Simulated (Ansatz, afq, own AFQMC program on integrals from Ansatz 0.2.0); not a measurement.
# Ge₂H₂ (triplet): quantum Monte Carlo beside coupled cluster at angle Ge2–Ge1–H3 = 180.0°, cc-pVDZ, part 2 of 2

Ansatz 0.2.0, Gaussian basis, and an in-house AFQMC program (afq) on its integrals; all values are calculated; cc-pVDZ, frozen cores. Earlier steps stand in the parts before.

### 9 CCSDT(Q) on UHF

File in.yaml:

```yaml
crystal:
  periodic: [false, false, false]
  atoms:
    - {symbol: Ge, position_ang: [0.000000, 0.697333, 0.970580]}
    - {symbol: Ge, position_ang: [0.000000, -0.689675, -0.996206]}
    - {symbol: H, position_ang: [0.000000, 1.608571, 2.262723]}
    - {symbol: H, position_ang: [0.000000, -2.160490, -0.415957]}
basis:
  gaussian: {orbitals: cc-pVDZ}
magnetization: {spin_polarized: true, initial_magnetization: 2}
correlation: {method: ccsdt_q, electrons: outside_noble_gas}
```

Launch:

```console
> ansatz run in.yaml --threads 1 --pin off --events-out ev --progress --plain --max-ram 1382MiB
```

Standard output, cut to the lines that bear on the results:

```text
Functional definition: HF
  name "HF"
  cite "Fock, Z. Phys. 61, 126 (1930) doi:10.1007/BF01340294"
  parent pbe
[...]
1263 factors; integrals over basis functions are off by at most 1.7e-7 eV
[...]
mean field -112974.81204004 eV, -4151.7477653933 hartree, gradient 1.5e-6 eV, S^2 2.057551; 14 other end points of the search recorded, 0 dependent functions left out
determinant -112974.81204004 eV, -4151.7477653933 hartree, with singles and doubles -112979.66949179 eV, -4151.9262734528 hartree
determinant -112973.63016032 eV, -4151.7043321150 hartree, with singles and doubles -112978.44893278 eV, -4151.8814187367 hartree
determinant -112973.47726218 eV, -4151.6987132118 hartree, with singles and doubles -112978.23557205 eV, -4151.8735778745 hartree
determinant -112973.12903420 eV, -4151.6859160695 hartree, with singles and doubles -112978.30814776 eV, -4151.8762449823 hartree
[...]
determinant -112971.97750534 eV, -4151.6435981645 hartree, with singles and doubles -112976.57427276 eV, -4151.8125262514 hartree
determinant -112971.81001535 eV, -4151.6374430210 hartree, with singles and doubles -112977.00355544 eV, -4151.8283020989 hartree
determinant -112971.80749166 eV, -4151.6373502773 hartree, with singles and doubles -112976.58305356 eV, -4151.8128489399 hartree
28 core orbitals not correlated: weight in the atoms' cores, before any rotation towards them, 1.000 or more for the frozen orbitals, at most 0.000 for the correlated occupied ones
reference -112974.81204004 eV, -4151.7477653933 hartree; 6, 4 occupied and 30, 32 virtual orbitals, 1263 factors
second order -3.84018434 eV of doubles, -0.00000000 eV of singles
cycle   1  -4.52100149 eV  change   -6.8e-1 eV  update   9.0e-2
[...]
cycle  20  -5.07801998 eV  change    2.1e-7 eV  update   7.9e-7
perturbative correction -0.01141863 eV, -0.0004196269 hartree
Total energy: -112979.90147865 eV, -4151.9347988127 hartree
```

It took 32 s on 1 thread of Arm Neoverse V2, shared host; peak memory 0.32 GiB.

From the report: ⟨S²⟩ of the determinant 2.058 (pure triplet: 2.00); correlation -5.0894 eV; T1 0.033; largest double amplitude 0.07.

### 10 Phaseless AFQMC, CISD trial on UHF

It reads the integrals that the CCSD(T) run on this determinant wrote.

Launch:

```console
> afq ham --method phaseless --trial cisd --walkers 60 --populations 1 --least-time 40 --time-step 0.005 --steps-per-block 50 --equilibration-blocks 28 --max-blocks 300 --target-error 0.00038 --factor-cut 1e-05 --start spin_pure --seed 133 --release-times 0.24,0.51,0.99,1.62,2.4 --release-step 0.03 --release-every 4 --taylor-order 6
```

Standard output:

```text
orbitals 36  electrons 6 4  factors 289 of 742
reference energy -4151.74776129 Eh
CCSD correlation -0.17852701 Eh in 14 cycles, weight of the determinant in the CISD state 0.8551
energy of the start -4151.924649 Eh
 block  time / (1/Eh)  mean weight  energy / Eh
     1     0.250  0.9998  -4151.922954
     2     0.500  0.9996  -4151.923440
     3     0.750  1.0000  -4151.925582
     4     1.000  1.0004  -4151.926564
     5     1.250  0.9996  -4151.927207
     6     1.500  1.0009  -4151.928866
     7     1.750  1.0004  -4151.929575
     8     2.000  1.0008  -4151.932331
     9     2.250  0.9998  -4151.933477
    10     2.500  0.9985  -4151.930643
    17     4.250  0.9997  -4151.928840
    25     6.250  0.9983  -4151.932637
    33     8.250  0.9993  -4151.936817
    41    10.250  0.9998  -4151.940789
    49    12.250  1.0011  -4151.935189
    57    14.250  1.0002  -4151.932307
    65    16.250  1.0003  -4151.935626
    73    18.250  1.0011  -4151.935531
    81    20.250  1.0019  -4151.933843
    89    22.250  0.9996  -4151.932546
    97    24.250  0.9985  -4151.929010
   105    26.250  1.0020  -4151.930443
   113    28.250  1.0005  -4151.929907
   121    30.250  0.9998  -4151.932842
   129    32.250  1.0007  -4151.940416
   137    34.250  1.0008  -4151.931254
   145    36.250  0.9991  -4151.935455
   153    38.250  0.9997  -4151.931131
   161    40.250  0.9978  -4151.929054
   169    42.250  1.0007  -4151.937437
   177    44.250  1.0001  -4151.928909
   185    46.250  0.9998  -4151.932496
   193    48.250  0.9986  -4151.934400
   201    50.250  1.0006  -4151.931985
   209    52.250  1.0013  -4151.938337
   217    54.250  1.0003  -4151.935173
   225    56.250  1.0011  -4151.935794
   233    58.250  0.9996  -4151.936234
   241    60.250  0.9999  -4151.934969
   249    62.250  1.0021  -4151.935142
   257    64.250  1.0011  -4151.937259
   265    66.250  1.0001  -4151.933766
   273    68.250  0.9998  -4151.932117
   281    70.250  1.0009  -4151.939186
   289    72.250  0.9982  -4151.933318
   297    74.250  0.9993  -4151.935261
   305    76.250  0.9996  -4151.933050
   313    78.250  1.0005  -4151.932803
   321    80.250  1.0001  -4151.928346
blocks merged  error / Eh  count
     1  0.000198  300
     2  0.000246  150
     4  0.000302  75
     8  0.000360  37
    16  0.000384  18
    32  0.000381  9
released: time / (1/Eh)  energy / Eh  error  mean overlap
  0.24  -4151.934806  0.000346  0.9947
  0.51  -4151.935105  0.000414  0.9825
  0.99  -4151.934822  0.000389  0.9941
  1.62  -4151.935163  0.000380  0.9933
  2.40  -4151.935713  0.000513  0.9590
energy -4151.934773 +/- 0.000384 Eh
```

Run time: 5.4 min. Hardware: 1 thread of Arm Neoverse V2, shared host.

Energy -112979.9008 ± 0.0105 eV. Caveats: constraint bias not in the error.

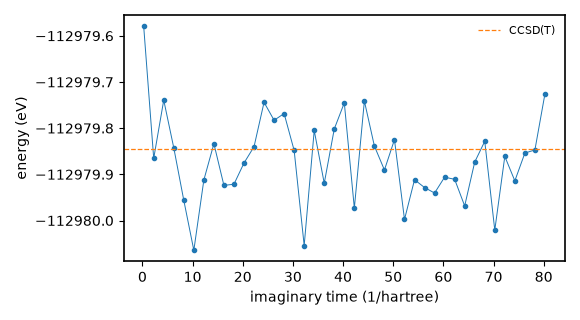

Block energies along the walk.

### 11 Phaseless AFQMC, single-determinant trial on UHF

It reads the integrals that the CCSD(T) run on this determinant wrote.

Launch:

```console
> afq ham --method phaseless --trial hf --walkers 120 --populations 1 --least-time 40 --time-step 0.005 --steps-per-block 20 --equilibration-blocks 112 --max-blocks 600 --target-error 0.00114 --factor-cut 1e-05 --start spin_pure --seed 781 --taylor-order 6
```

Standard output:

```text
orbitals 36  electrons 6 4  factors 289 of 742
reference energy -4151.74776129 Eh
CCSD correlation -0.17852701 Eh in 14 cycles, weight of the determinant in the CISD state 0.8551
energy of the start -4151.748572 Eh
 block  time / (1/Eh)  mean weight  energy / Eh
     1     0.100  1.0007  -4151.771765
     2     0.200  1.0015  -4151.790074
     3     0.300  1.0006  -4151.806432
     4     0.400  1.0009  -4151.823317
     5     0.500  0.9996  -4151.835101
     6     0.600  1.0017  -4151.843509
     7     0.700  0.9991  -4151.852845
     8     0.800  1.0003  -4151.860505
     9     0.900  1.0015  -4151.868322
    10     1.000  1.0013  -4151.871987
    18     1.800  0.9996  -4151.911599
    35     3.500  0.9978  -4151.933236
    52     5.200  0.9994  -4151.924249
    69     6.900  0.9994  -4151.926865
    86     8.600  0.9991  -4151.913822
   103    10.300  1.0011  -4151.936160
   120    12.000  0.9999  -4151.933695
   137    13.700  0.9996  -4151.948355
   154    15.400  1.0001  -4151.930531
   171    17.100  1.0006  -4151.938124
   188    18.800  0.9986  -4151.924710
   205    20.500  0.9996  -4151.920632
   222    22.200  0.9999  -4151.905279
   239    23.900  1.0008  -4151.939271
   256    25.600  0.9998  -4151.925110
   273    27.300  1.0008  -4151.930146
   290    29.000  0.9974  -4151.931533
   307    30.700  1.0004  -4151.921189
   324    32.400  1.0005  -4151.925316
   341    34.100  1.0002  -4151.950118
   358    35.800  0.9998  -4151.956472
   375    37.500  0.9986  -4151.938854
   392    39.200  1.0001  -4151.942239
   409    40.900  0.9960  -4151.932667
   426    42.600  1.0011  -4151.927979
   443    44.300  0.9976  -4151.927371
   460    46.000  1.0006  -4151.941629
   477    47.700  1.0007  -4151.932016
   494    49.400  0.9991  -4151.941204
   511    51.100  1.0005  -4151.914737
   528    52.800  1.0003  -4151.930409
   545    54.500  1.0004  -4151.932864
   562    56.200  0.9990  -4151.937060
   579    57.900  1.0021  -4151.920225
   596    59.600  1.0016  -4151.925420
   613    61.300  0.9993  -4151.929658
   630    63.000  0.9998  -4151.932403
   647    64.700  1.0009  -4151.939905
   664    66.400  1.0004  -4151.932281
   681    68.100  1.0014  -4151.935053
   698    69.800  1.0013  -4151.938667
blocks merged  error / Eh  count
     1  0.000470  600
     2  0.000629  300
     4  0.000843  150
     8  0.001069  75
    16  0.001336  37
    32  0.001667  18
    64  0.001691  9
energy -4151.933719 +/- 0.001667 Eh
```

It took 3.3 min on 1 thread of Arm Neoverse V2, shared host.

Energy -112979.8721 ± 0.0454 eV. Caveats: constraint bias not in the error.

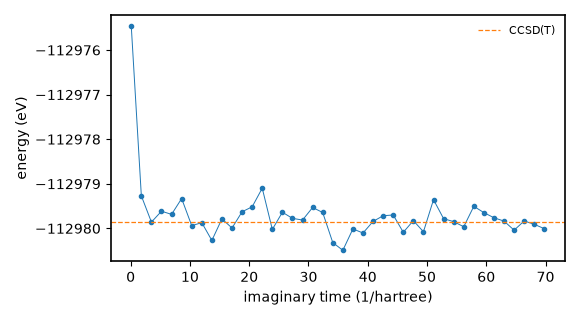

Block energies along the walk.

### 12 Free-projection AFQMC, CISD trial on UHF

It reads the integrals that the CCSD(T) run on this determinant wrote.

Launch:

```console
> afq ham --method free --trial cisd --walkers 60 --time-step 0.03 --max-blocks 80 --target-error 0.00038 --factor-cut 1e-05 --seed 5561 --times 0,0.21,0.42,0.81,1.2,1.8,2.4,3 --taylor-order 8
```

Standard output:

```text
orbitals 36  electrons 6 4  factors 289 of 742
reference energy -4151.74776129 Eh
CCSD correlation -0.17852701 Eh in 14 cycles, weight of the determinant in the CISD state 0.8551
repeat  energy at the last time / Eh  error
    10  -4151.934982  0.000852
    20  -4151.935064  0.000575
    30  -4151.934885  0.000513
    40  -4151.934785  0.000429
    50  -4151.934798  0.000383
    60  -4151.934623  0.000361
time / (1/Eh)  energy / Eh  error  mean overlap
  0.00  -4151.926500  0.000151  1.1711
  0.21  -4151.928954  0.000187  1.1738
  0.42  -4151.930450  0.000203  1.1780
  0.81  -4151.932134  0.000232  1.1905
  1.20  -4151.933107  0.000248  1.1905
  1.80  -4151.934358  0.000313  1.1662
  2.40  -4151.933868  0.000301  1.1944
  3.00  -4151.934639  0.000357  1.1717
energy -4151.934639 +/- 0.000357 Eh
```

Run time: 2.2 min. Hardware: 1 thread of Arm Neoverse V2, shared host.

Energy -112979.8971 ± 0.0097 eV. Caveats: remainder of the start not in the error.

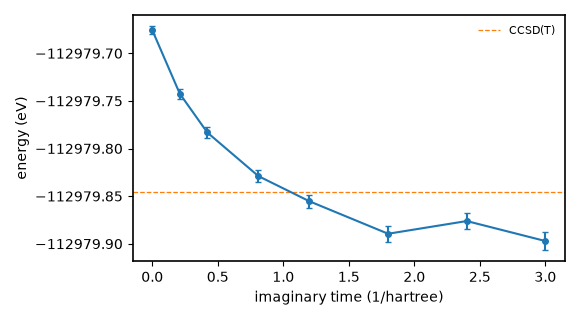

Energy against projection time, with error bars.

### 13 AFQMC on the ladder

On the UHF determinant, counted from CCSDT(Q) (a yardstick, not exact):

| level | energy (eV) | from CCSDT(Q) (kJ/mol) | statistical error (kJ/mol) | time |
| --- | --- | --- | --- | --- |
| HF | -112974.8119 | +491.1 |  |  |
| MP2 | -112978.6521 | +120.5 |  |  |
| CCSD | -112979.6699 | +22.3 |  |  |
| CCSD(T) | -112979.8456 | +5.4 |  |  |
| CCSDT(Q) | -112979.9015 | 0.0 |  |  |
| Phaseless AFQMC, CISD trial, step 0.005, 60 walkers | -112979.9008 | +0.1 | 1.0 | 5.4 min |
| Phaseless AFQMC, single-determinant trial, step 0.005, 120 walkers | -112979.8721 | +2.8 | 4.4 | 3.3 min |
| Free-projection AFQMC, CISD trial, step 0.03, 60 walkers | -112979.8971 | +0.4 | 0.9 | 2.2 min |

The functionals' totals stand on their own zeros and serve differences with other points: PBE -113047.423 eV; r2SCAN -113063.904 eV; PBE0 -113050.255 eV; B3LYP -113067.149 eV; wB97M-V -113057.975 eV; B2PLYP -113041.608 eV.

### 14 Outcome

The summary covers parts 1 to 2.

| quantity | value |
| --- | --- |
| CCSD(T) on UHF from CCSDT(Q) | +5.4 kJ/mol |
| Phaseless AFQMC, CISD trial on UHF from CCSDT(Q) | +0.1 ± 1.0 kJ/mol |
| Phaseless AFQMC, single-determinant trial on UHF from CCSDT(Q) | +2.8 ± 4.4 kJ/mol |
| Free-projection AFQMC, CISD trial on UHF from CCSDT(Q) | +0.4 ± 0.9 kJ/mol |

On UHF the phaseless walk with the CISD trial lies +0.1 kJ/mol from CCSDT(Q), within three error bars. Free projection has no constraint; at the last time it gives +0.4 ± 0.9 kJ/mol, and from a start that isn't spin pure other spins can mix in. Error bars are statistical and leave out the constraint, the time step and what remains of the start.
